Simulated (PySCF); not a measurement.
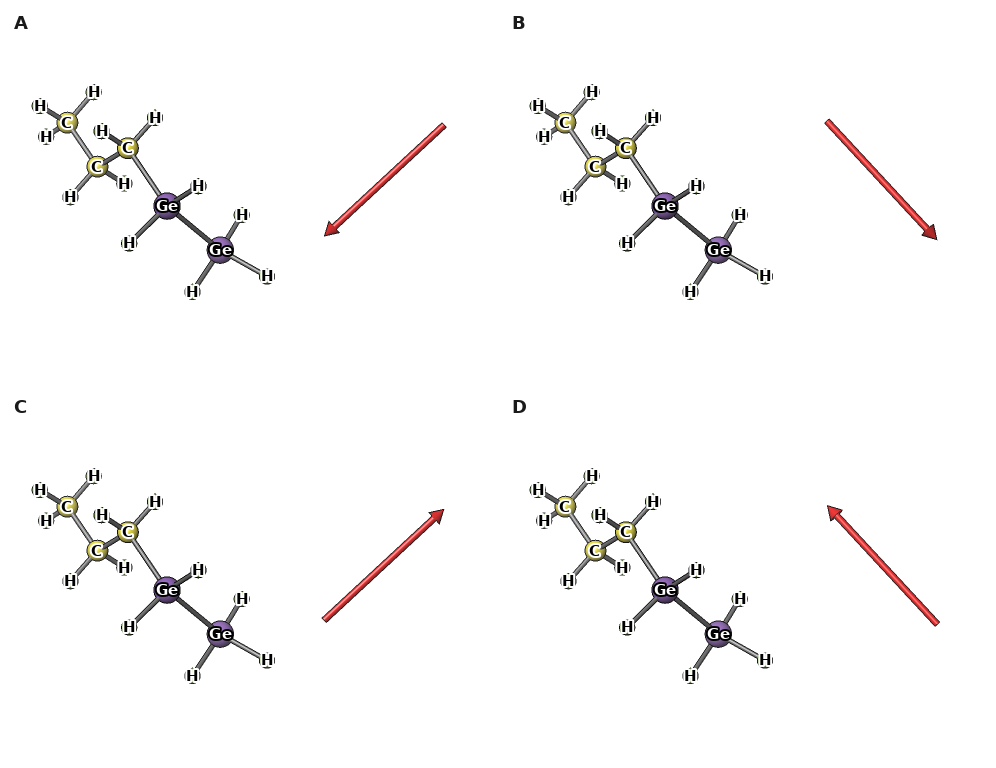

The same molecule four times, each with an arrow. Computed geometry: GFN2-xTB optimisation. No frequency run is at hand to confirm it as a minimum. Method: CAM-B3LYP/def2-SVPD, gas phase (PySCF 2.14.0).

Question: Which arrow points along the dipole moment, from the negative to the positive end?

Answer: D. The dipole moment is 0.96 D.

The geometry is semi-empirical. Around Ge such bond lengths and angles can be off by a tenth of an ångström or more and by several degrees, and values that hang on the shape move with them.
